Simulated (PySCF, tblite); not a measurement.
**C7H10FPSi: geometry, infrared bands and NMR shifts**

Aim: predict the infrared bands and NMR shifts of C7H10FPSi (`Fc1ccc(PC[SiH3])cc1`).

Programs: tblite 0.8.0 and PySCF 2.14.0, with density-fitted response routines of our own. Each step states its level of theory. These are calculated values for one molecule in the gas phase, unless marked as measured. Atoms are numbered from 0 throughout.

### 1 The starting structure

20 atoms, charge 0, multiplicity 1; geometry from: force field or distance geometry start.

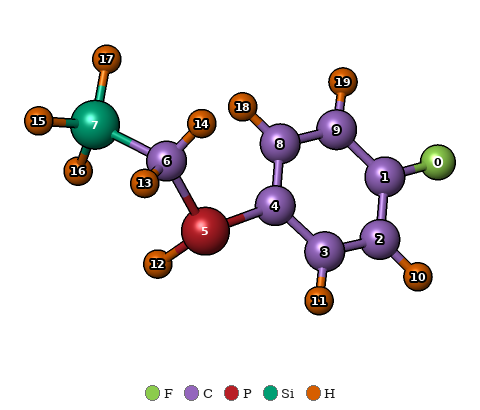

The starting geometry (fluorine green, carbon purple, phosphorus red, silicon teal, hydrogen orange), atoms numbered.

### 2 Optimising the geometry with GFN2-xTB

The job: settings as JSON, then the geometry in Å.

```
{"job": {"kind": "relax", "xc": "GFN2-xTB", "basis": "xTB"}, "charge": 0, "multiplicity": 1}
F     -4.352800     0.966800     0.806600
C     -3.137100     0.459400     0.550500
C     -2.998300    -0.917800     0.431600
C     -1.733500    -1.383800     0.167800
C     -0.635100    -0.548400     0.068600
P      0.969600    -1.355500    -0.276000
C      2.126500    -0.259500    -1.223400
Si     3.302200     0.703100    -0.135900
C     -0.774300     0.816100     0.197500
C     -2.065000     1.322500     0.456000
H     -3.845300    -1.599800     0.510600
H     -1.586300    -2.468100     0.065700
H      1.549900    -1.737900     1.027800
H      2.786000    -0.971500    -1.810700
H      1.631800     0.368700    -1.986600
H      4.673400     0.496600    -0.645800
H      3.203500     0.119300     1.222600
H      3.053200     2.122700    -0.119800
H      0.060700     1.490700     0.116000
H     -2.234300     2.387200     0.573800
```

Started as:

```bash
OMP_NUM_THREADS=1 python probes_run.py task.json out
```

The driver reads the jobs from task.json and runs them one after another.

The program printed:

```text
step      E/eV     max force
  0    -789.44511    2.632
  1    -789.64886    1.945
  2    -789.82563    1.058
  3    -789.92506    0.902
  4    -789.98452    0.727
  5    -790.02717    0.613
  6    -790.05132    0.374
  7    -790.06453    0.295
  8    -790.07503    0.206
  9    -790.08224    0.191
 10    -790.08801    0.150
 11    -790.09253    0.162
 12    -790.09728    0.187
 13    -790.10256    0.221
 14    -790.10828    0.199
 15    -790.11416    0.204
 16    -790.12009    0.175
 17    -790.12542    0.168
 18    -790.12941    0.145
 19    -790.13239    0.140
 20    -790.13542    0.127
 21    -790.13925    0.169
 22    -790.14354    0.167
 23    -790.14722    0.138
 24    -790.15007    0.102
 25    -790.15259    0.102
 26    -790.15509    0.134
 27    -790.15746    0.120
 28    -790.15961    0.100
 29    -790.16160    0.110
 30    -790.16346    0.117
 31    -790.16496    0.089
 32    -790.16596    0.071
 33    -790.16673    0.081
 34    -790.16746    0.087
 35    -790.16803    0.071
 36    -790.16836    0.036
 37    -790.16862    0.048
 38    -790.16902    0.064
 39    -790.16972    0.103
 40    -790.17076    0.118
 41    -790.17190    0.095
 42    -790.17286    0.088
 43    -790.17375    0.116
 44    -790.17490    0.126
 45    -790.17645    0.119
 46    -790.17809    0.118
 47    -790.17944    0.090
 48    -790.18062    0.092
 49    -790.18174    0.105
 50    -790.18275    0.084
 51    -790.18357    0.068
 52    -790.18424    0.068
 53    -790.18484    0.068
 54    -790.18538    0.066
 55    -790.18580    0.050
 56    -790.18616    0.047
 57    -790.18653    0.053
 58    -790.18689    0.051
 59    -790.18716    0.041
 60    -790.18736    0.041
 61    -790.18760    0.042
 62    -790.18798    0.068
 63    -790.18850    0.072
 64    -790.18897    0.042
 65    -790.18924    0.032
 66    -790.18940    0.032
 67    -790.18961    0.048
 68    -790.18996    0.051
 69    -790.19046    0.062
 70    -790.19107    0.071
 71    -790.19174    0.066
 72    -790.19240    0.091
 73    -790.19301    0.079
 74    -790.19354    0.042
 75    -790.19402    0.050
 76    -790.19449    0.050
 77    -790.19497    0.064
 78    -790.19537    0.050
 79    -790.19565    0.029
 80    -790.19586    0.033
 81    -790.19606    0.043
 82    -790.19625    0.029
 83    -790.19640    0.023
 84    -790.19650    0.021
 85    -790.19657    0.024
 86    -790.19667    0.021
 87    -790.19680    0.027
 88    -790.19698    0.036
 89    -790.19722    0.038
 90    -790.19747    0.033
 91    -790.19768    0.028
 92    -790.19783    0.026
 93    -790.19798    0.028
 94    -790.19818    0.036
 95    -790.19841    0.035
 96    -790.19863    0.033
 97    -790.19884    0.035
 98    -790.19904    0.031
 99    -790.19927    0.037
100    -790.19956    0.047
101    -790.19995    0.053
102    -790.20047    0.053
103    -790.20113    0.060
104    -790.20149    0.064
105    -790.20214    0.050
106    -790.20243    0.040
107    -790.20298    0.041
108    -790.20349    0.061
109    -790.20464    0.079
110    -790.20569    0.066
111    -790.20659    0.058
112    -790.20715    0.051
113    -790.20755    0.096
114    -790.20838    0.057
115    -790.20987    0.057
116    -790.21106    0.126
117    -790.21242    0.080
118    -790.21354    0.075
119    -790.21248    0.262
120    -790.21647    0.083
121    -790.21731    0.040
122    -790.21725    0.149
123    -790.21835    0.048
124    -790.21863    0.039
125    -790.21950    0.063
126    -790.21992    0.055
127    -790.22060    0.063
128    -790.22117    0.059
129    -790.22185    0.058
130    -790.22247    0.062
131    -790.22304    0.064
132    -790.22331    0.086
133    -790.22398    0.057
134    -790.22465    0.069
135    -790.22556    0.072
136    -790.22648    0.074
137    -790.22764    0.090
138    -790.22894    0.079
139    -790.22983    0.081
140    -790.22949    0.198
141    -790.23171    0.058
142    -790.23238    0.059
143    -790.23349    0.122
144    -790.23460    0.072
145    -790.23558    0.069
146    -790.24034    0.140
147    -790.24293    0.109
148    -790.24559    0.103
149    -790.24765    0.149
150    -790.25051    0.109
151    -790.25307    0.124
152    -790.25605    0.123
153    -790.25993    0.151
154    -790.26318    0.123
155    -790.26571    0.130
156    -790.26817    0.101
157    -790.27069    0.093
158    -790.27284    0.106
159    -790.27551    0.103
160    -790.27532    0.262
161    -790.28018    0.156
162    -790.28256    0.126
163    -790.28758    0.113
164    -790.29126    0.196
165    -790.29408    0.156
166    -790.29841    0.131
167    -790.30237    0.209
168    -790.30465    0.143
169    -790.30760    0.139
170    -790.31038    0.146
171    -790.31339    0.130
172    -790.31654    0.151
173    -790.31907    0.147
174    -790.32119    0.094
175    -790.32443    0.102
176    -790.32153    0.261
177    -790.32725    0.123
178    -790.32806    0.090
179    -790.32902    0.058
180    -790.32964    0.060
181    -790.32997    0.055
182    -790.33042    0.054
183    -790.33094    0.048
184    -790.33117    0.039
185    -790.33149    0.037
186    -790.33198    0.041
187    -790.33225    0.041
188    -790.33255    0.033
189    -790.33285    0.033
190    -790.33313    0.028
191    -790.33335    0.029
192    -790.33356    0.037
193    -790.33377    0.034
194    -790.33402    0.034
195    -790.33428    0.036
196    -790.33462    0.047
197    -790.33500    0.054
198    -790.33528    0.036
199    -790.33554    0.037
200    -790.33568    0.031
201    -790.33588    0.026
202    -790.33601    0.030
203    -790.33616    0.023
204    -790.33623    0.017
205    -790.33628    0.018
206    -790.33633    0.019
207    -790.33641    0.021
208    -790.33651    0.023
209    -790.33663    0.034
210    -790.33677    0.035
211    -790.33695    0.031
212    -790.33715    0.033
213    -790.33734    0.027
214    -790.33750    0.025
215    -790.33763    0.025
216    -790.33776    0.027
217    -790.33792    0.030
218    -790.33815    0.035
219    -790.33850    0.052
220    -790.33904    0.072
221    -790.33983    0.079
222    -790.34094    0.095
223    -790.34232    0.096
224    -790.34369    0.092
225    -790.34421    0.119
226    -790.34580    0.101
227    -790.34663    0.065
228    -790.34733    0.053
229    -790.34849    0.077
230    -790.34900    0.071
231    -790.34973    0.069
232    -790.35051    0.055
233    -790.35103    0.065
234    -790.35136    0.054
235    -790.35173    0.042
236    -790.35201    0.035
237    -790.35218    0.032
238    -790.35233    0.035
239    -790.35246    0.024
240    -790.35258    0.028
241    -790.35270    0.020
242    -790.35278    0.016
243    -790.35285    0.019
244    -790.35292    0.020
245    -790.35297    0.015
246    -790.35302    0.011
247    -790.35305    0.010
248    -790.35308    0.012
249    -790.35310    0.014
250    -790.35313    0.015
251    -790.35315    0.013
252    -790.35318    0.012
253    -790.35320    0.010
254    -790.35322    0.007
```

Wall time 2.2 s (1 thread of Intel Xeon 6975P-C, shared host).

The steps of the relaxation: (not every step is listed)

```csv
step,energy from step 0 (eV),largest force (eV/Å)
0,0.0000,2.6321
1,-0.2038,1.9450
2,-0.3805,1.0577
3,-0.4800,0.9015
4,-0.5394,0.7271
5,-0.5821,0.6133
6,-0.6062,0.3744
7,-0.6194,0.2952
8,-0.6299,0.2064
32,-0.7209,0.0712
56,-0.7410,0.0468
80,-0.7508,0.0325
104,-0.7564,0.0641
128,-0.7761,0.0587
152,-0.8109,0.1225
176,-0.8764,0.2614
200,-0.8906,0.0315
224,-0.8986,0.0916
248,-0.9080,0.0124
249,-0.9080,0.0138
250,-0.9080,0.0150
251,-0.9080,0.0127
252,-0.9081,0.0116
253,-0.9081,0.0105
254,-0.9081,0.0071
```

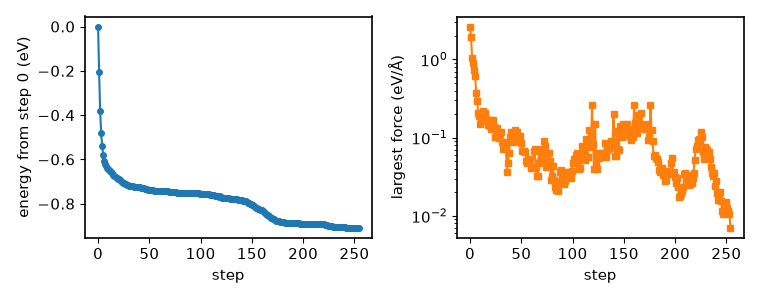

Energy and force, step by step.

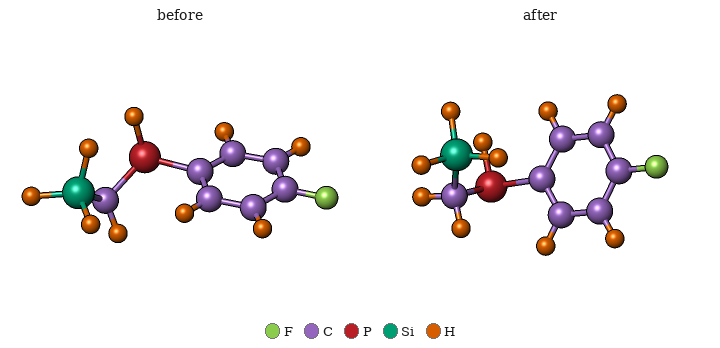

Before and after, at one scale.

Close pairs (by a distance rule), those that changed most:

```csv
bond,before (Å),after (Å),change (Å)
P5–H12,1.477,1.402,-0.075
C6–H13,1.134,1.093,-0.041
C6–Si7,1.869,1.908,+0.040
C8–C9,1.410,1.381,-0.029
Si7–H17,1.441,1.464,+0.023
Si7–H16,1.482,1.463,-0.019
C3–H11,1.099,1.081,-0.018
C4–C8,1.378,1.392,+0.015
```

The next job starts from the end point, and lists it.

### 3 Infrared spectrum with GFN2-xTB

The job: settings as JSON, then the geometry in Å.

```
{"job": {"kind": "ir", "xc": "GFN2-xTB", "basis": "xTB"}, "charge": 0, "multiplicity": 1}
F     -3.551988     1.088064     1.699233
C     -2.568636     0.577151     0.927907
C     -2.052211    -0.667672     1.237065
C     -1.039368    -1.181670     0.448890
C     -0.544439    -0.457917    -0.630073
P      0.775028    -1.104986    -1.719885
C      2.160113     0.022836    -1.217882
Si     2.493359     0.197673     0.653106
C     -1.101127     0.782366    -0.929960
C     -2.110503     1.313055    -0.150337
H     -2.439180    -1.214739     2.082411
H     -0.628185    -2.154641     0.676558
H      1.121778    -2.164482    -0.868963
H      3.047328    -0.359829    -1.729318
H      1.947347     0.997798    -1.664112
H      2.674888    -1.137373     1.227971
H      1.371649     0.880404     1.298783
H      3.719919     0.982161     0.806024
H     -0.735557     1.336152    -1.783550
H     -2.545364     2.276325    -0.366903
```

The program printed:

```text
mode    cm-1     km/mol
  1      28.6      0.12
  2      38.3      0.39
  3      79.7      0.53
  4     136.7      0.20
  5     143.0      0.37
  6     215.8      2.19
  7     227.7      2.18
  8     329.7      3.88
  9     367.1      4.10
 10     370.9      2.02
 11     384.2      4.81
 12     479.9      3.19
 13     501.0     18.91
 14     518.9     21.76
 15     602.8      0.17
 16     607.4     12.97
 17     648.7     23.72
 18     655.5      8.24
 19     694.1     36.14
 20     773.2    176.99
 21     779.7    226.82
 22     781.4    261.07
 23     797.5     87.68
 24     800.9     83.87
 25     822.7     19.78
 26     862.2     13.96
 27     866.0     19.59
 28     874.6     32.07
 29     903.8      1.13
 30     917.3      0.08
 31    1004.7     19.18
 32    1064.4      1.52
 33    1114.2      2.70
 34    1119.1      1.88
 35    1166.2     31.16
 36    1167.7     14.04
 37    1231.3    147.92
 38    1256.3      4.04
 39    1320.7      0.78
 40    1397.5      0.26
 41    1429.6      2.89
 42    1465.7     74.13
 43    1579.6      6.53
 44    1588.8     29.66
 45    2234.2     36.96
 46    2256.3    279.84
 47    2263.2    406.21
 48    2268.2    243.93
 49    2941.0     22.96
 50    2955.1     10.89
 51    3069.0     14.06
 52    3074.3     14.88
 53    3105.2     17.06
 54    3106.4     10.87
```

It took 0.86 s on 1 thread of Intel Xeon 6975P-C, shared host.

Which atoms move in the most intense modes:

```csv
cm⁻¹,km/mol,atoms
773,177.0,"H15 51 %, H17 30 %"
780,226.8,"H16 39 %, H15 28 %, H17 16 %, Si7 10 %"
781,261.1,"C6 34 %, H16 17 %, Si7 14 %, H17 13 %"
798,87.7,"H17 28 %, H16 26 %, C6 12 %, H15 12 %"
1231,147.9,"C1 40 %, H18 13 %, H11 11 %, F0 10 %"
2256,279.8,"H15 81 %, H12 11 %"
2263,406.2,H17 87 %
2268,243.9,H16 92 %
```

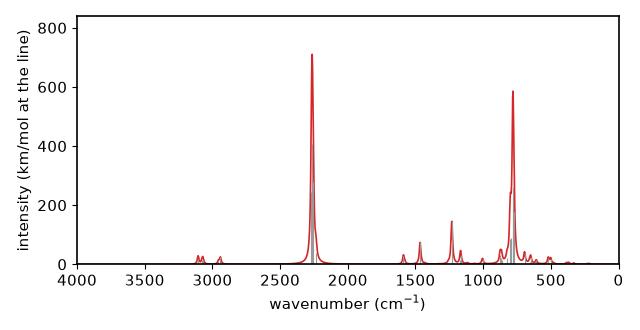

The infrared spectrum from these modes, unscaled. Lines are broadened to a width of 14 cm⁻¹ (Lorentzian).

### 4 NMR shieldings: PBE0/pcSseg-1

Same as in step 3 but for these lines:

```diff
@@ -1,2 +1,2 @@
-{"job": {"kind": "ir", "xc": "GFN2-xTB", "basis": "xTB"}, "charge": 0, "multiplicity": 1}
+{"job": {"kind": "nmr", "xc": "PBE0", "basis": "pcSseg-1"}, "charge": 0, "multiplicity": 1}
 F     -3.551988     1.088064     1.699233
```

Method: GIAO PBE0/pcSseg-1 NMR shielding, non-relativistic, gas phase.

The program printed:

```text
coarse grid: 18136 points
cycle   1  E = -1002.5688298334  dE =  1.433e+00  |g| = 5.435e-01  |ddm| = 4.362e+00
cycle   2  E = -1002.5317757303  dE =  3.705e-02  |g| = 6.989e-01  |ddm| = 1.068e+00
cycle   3  E = -1002.6282839858  dE = -9.651e-02  |g| = 1.067e-01  |ddm| = 6.325e-01
cycle   4  E = -1002.6307652887  dE = -2.481e-03  |g| = 4.867e-02  |ddm| = 1.535e-01
cycle   5  E = -1002.6313712843  dE = -6.060e-04  |g| = 1.264e-02  |ddm| = 5.941e-02
cycle   6  E = -1002.6314099076  dE = -3.862e-05  |g| = 3.562e-03  |ddm| = 1.895e-02
cycle   7  E = -1002.6314129333  dE = -3.026e-06  |g| = 8.737e-04  |ddm| = 4.825e-03
final grid: 167632 points
cycle   8  E = -1002.6968436864  dE = -3.907e-05  |g| = 9.202e-03  |ddm| = 5.075e-02
cycle   9  E = -1002.6968279704  dE =  1.572e-05  |g| = 1.280e-02  |ddm| = 2.167e-02
cycle  10  E = -1002.6968640239  dE = -3.605e-05  |g| = 1.218e-03  |ddm| = 1.280e-02
cycle  11  E = -1002.6968642812  dE = -2.574e-07  |g| = 3.195e-04  |ddm| = 1.485e-03
cycle  12  E = -1002.6968643004  dE = -1.919e-08  |g| = 1.490e-04  |ddm| = 4.689e-04
cycle  13  E = -1002.6968643061  dE = -5.644e-09  |g| = 3.572e-05  |ddm| = 1.863e-04
cycle  14  E = -1002.6968643064  dE = -2.990e-10  |g| = 7.887e-06  |ddm| = 4.476e-05
converged SCF energy = -1002.6968643064

GIAO shielding tensors (ppm)
atom      isotropic    diamagn.    paramagn.     s11        s22        s33       span
  0 F      286.326     477.831    -191.505    204.720    298.838    355.421    150.701
  1 C       13.888     256.399    -242.511    -70.714     27.485     84.894    155.608
  2 C       65.930     256.489    -190.559    -19.415     50.307    166.899    186.314
  3 C       46.015     253.906    -207.891    -58.774     42.118    154.700    213.475
  4 C       46.884     267.493    -220.609    -43.967      3.965    180.653    224.620
  5 P      375.191     967.397    -592.206    313.497    359.687    452.389    138.892
  6 C      182.716     256.397     -73.681    162.066    185.444    200.637     38.571
  7 Si     417.316     880.399    -463.083    373.752    416.703    461.493     87.741
  8 C       47.872     254.131    -206.259    -61.361     34.135    170.841    232.202
  9 C       64.591     256.428    -191.838    -22.895     48.585    168.082    190.977
 10 H       24.475      29.600      -5.125     20.860     25.295     27.271      6.412
 11 H       23.893      33.978     -10.085     20.197     22.886     28.597      8.400
 12 H       27.487      32.159      -4.673     24.025     26.781     31.654      7.629
 13 H       30.905      29.683       1.222     25.448     27.612     39.657     14.209
 14 H       30.985      32.697      -1.713     26.387     29.121     37.446     11.059
 15 H       28.104      30.411      -2.308     24.762     26.497     33.052      8.290
 16 H       28.666      31.003      -2.338     23.736     30.575     31.686      7.950
 17 H       27.707      29.292      -1.585     23.727     25.150     34.244     10.517
 18 H       24.122      33.213      -9.091     19.937     22.605     29.824      9.888
 19 H       24.318      29.532      -5.214     20.786     24.968     27.200      6.414
```

Wall time 46 s (1 thread of Intel Xeon 6975P-C, shared host); peak memory 1.1 GiB.

Shifts follow as δ = σ(reference) − σ, with reference shieldings (ppm) from runs at the same level and on the same kind of geometry: 1H TMS 31.72, 13C TMS 186.9, 29Si TMS 349.2, 19F CFCl3 170.9, 31P H3PO4 318.4. The references are single molecules in the gas phase, so shifts against H2O, NH3, PH3, H3PO4 or CFCl3 are not on the usual liquid scales and can be off by tens of ppm. Atoms listed in one row are averaged.

```csv
atoms,environment,σ (ppm),δ (ppm),δ scaled to CDCl3
C1,aromatic carbon bearing fluorine,13.9,173.0,167.0
C4,substituted aromatic carbon,46.9,140.0,134.8
"C3, C8",aromatic CH,46.9,140.0,134.7
"C2, C9",aromatic CH,65.3,121.7,116.8
C6,sp3 CH2 bonded to P and Si,182.7,4.2,2.2
"H11, H18",hydrogen on an aromatic CH,24.01,7.71,7.37
"H10, H19",hydrogen on an aromatic CH,24.40,7.32,7.01
H12,hydrogen on a phosphorus bonded to 2 C,27.49,4.23,–
"H15, H16, H17",hydrogen on a silicon bonded to C,28.16,3.56,–
"H13, H14",hydrogen on an sp3 CH2 bonded to P and Si,30.95,0.77,0.83
F0,aryl fluorine,286.3,-115.4,–
P5,"phosphorus bonded to 2 C, H",375.2,-56.8,–
Si7,"silicon bonded to C, 3 H",417.3,-68.2,–
```

The scaled column applies a straight-line fit of computed shieldings to shifts measured in CDCl3, and one for carbons that bear F (root-mean-square error 0.16 ppm for H, 1.9 ppm for C).

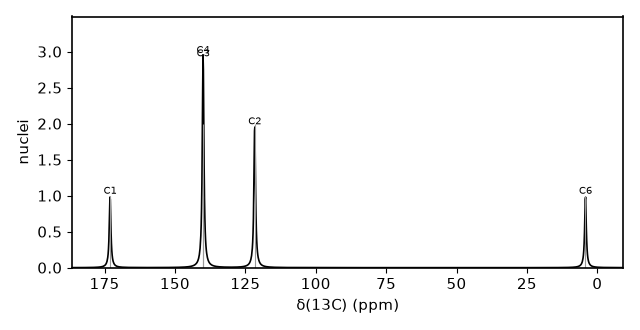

13C lines at the computed shifts, without couplings. Lines are broadened to a width of 0.68 ppm (Lorentzian).

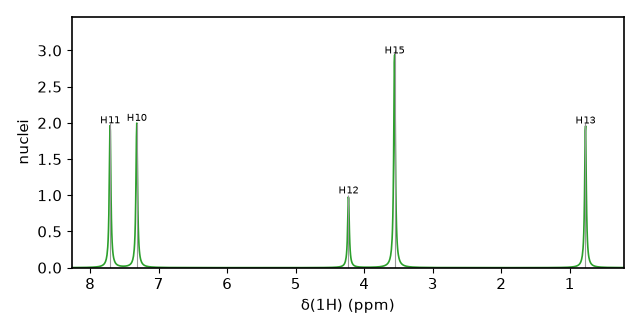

1H lines at the computed shifts, without couplings. Lines are broadened to a width of 0.03 ppm (Lorentzian).

Charges from the same density, by scheme (e):

```csv
atoms,Mulliken,IAO,Hirshfeld,ESP fit
F0,-0.28,-0.27,-0.09,-0.22
C1,0.32,0.30,0.09,0.45
"C2, C9",-0.13,-0.19,-0.06,-0.38
"C3, C8",0.00,-0.14,-0.04,-0.11
C4,-0.49,-0.20,-0.05,0.10
P5,0.38,0.38,0.11,-0.33
C6,-0.75,-0.72,-0.20,-0.20
Si7,0.52,0.60,0.30,0.32
```

ESP fit charges:

F0 -0.22; C1 0.45; C2 -0.43; C3 0.01; C4 0.10; P5 -0.33; C6 -0.20; Si7 0.32; C8 -0.23; C9 -0.33; H10 0.22; H11 0.10; H12 0.15; H13 0.14; H14 0.09; H15 -0.10; H16 -0.06; H17 -0.11; H18 0.23; H19 0.19

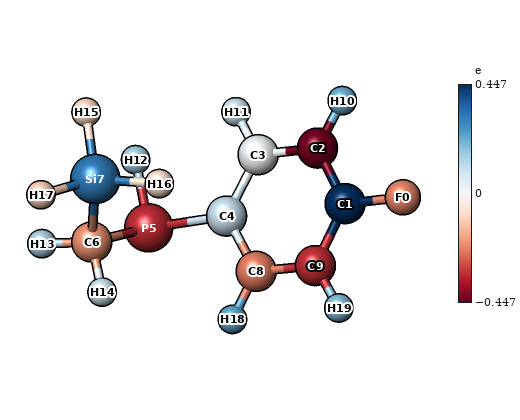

ESP fit charges, as colours on the atoms.

Mayer bond orders: F0–C1 0.89, C1–C2 1.43, C2–C3 1.42, C3–C4 1.41, C4–P5 0.96, P5–C6 0.97, C6–Si7 0.89, C4–C8 1.40, C8–C9 1.44, C9–C1 1.42.

Ring of atoms C1, C2, C3, C4, C8, C9: NICS(0) -9.6, NICS(1) -11.0, NICS(1)zz -27.2 ppm (means of both faces).

Orbitals, density, ELF and potential are computed afterwards from the orbital file.

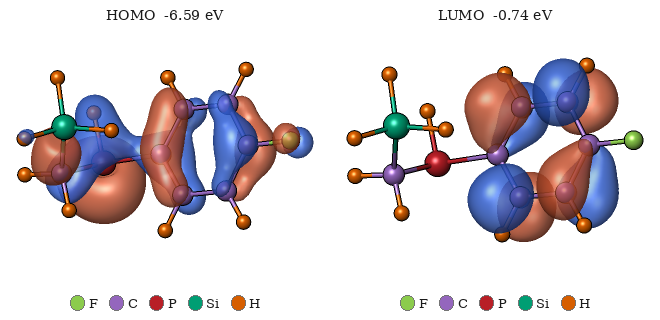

PBE0/pcSseg-1 orbitals near the gap, drawn at the value that encloses 70 % of each; the two colours are the two signs.

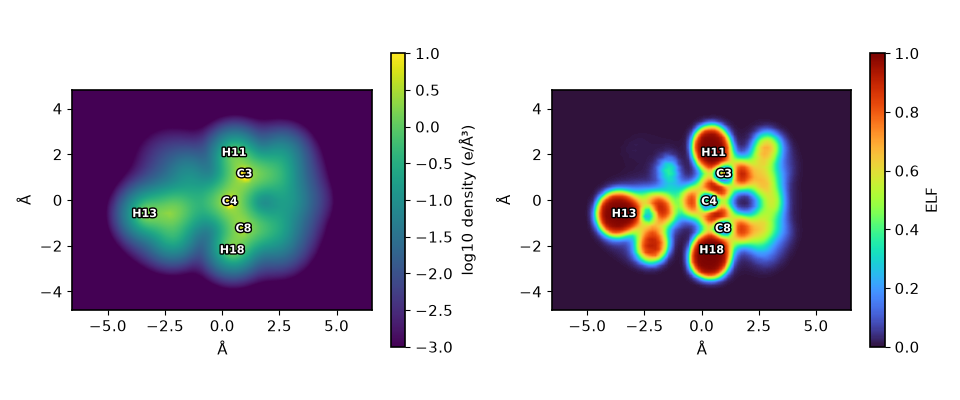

Density (left) and ELF (right) in a plane through or near 6 of the atoms.

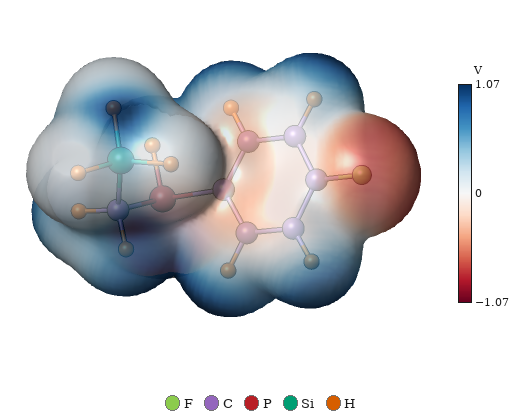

The potential that a unit positive charge feels on the 0.002 e/bohr³ surface, from the 1st to the 99th percentile, from -0.95 V near P5 to 1.07 V near H18.

### 5 Outcome

| quantity | value |
| --- | --- |
| strongest single infrared mode (GFN2-xTB) | 2263 cm⁻¹, 406 km/mol |
| zero-point energy (GFN2-xTB) | 87.8 kcal/mol |
| 13C shifts against TMS (PBE0/pcSseg-1, means over atoms taken as alike) | 173.0, 140.0, 140.0, 121.7, 4.2 ppm |
| 1H shifts against TMS (PBE0/pcSseg-1, means over atoms taken as alike) | 7.71, 7.32, 4.23, 3.56, 0.77 ppm |
| 19F shifts against CFCl3 (PBE0/pcSseg-1) | -115.4 ppm |
| 31P shifts against H3PO4 (PBE0/pcSseg-1) | -56.8 ppm |
| 29Si shifts against TMS (PBE0/pcSseg-1) | -68.2 ppm |
| surface potential, 1st and 99th percentile | -0.95 V and 1.07 V |

**Reading.** Over 254 steps the energy fell by 0.908 eV; of the close pairs, P5–H12 changed most, 1.477 to 1.402 Å. No mode is imaginary among the 54: a minimum at this level. The strongest single mode, at 2263 cm⁻¹, moves mainly H17. GFN2-xTB is a fitted tight-binding method: band positions and strengths are rough. Its intensities can rank the bands wrongly. NICS(1)zz of -27 ppm above the planar ring from C1 marks a diatropic (aromatic) ring current. At PBE0/pcSseg-1, counted by nearest atom on the grid, the HOMO lies on P5 42 %; C1, C4 about 10 % each, the LUMO on C2, C8 about 20 % each; C3, C9 about 13 % each.
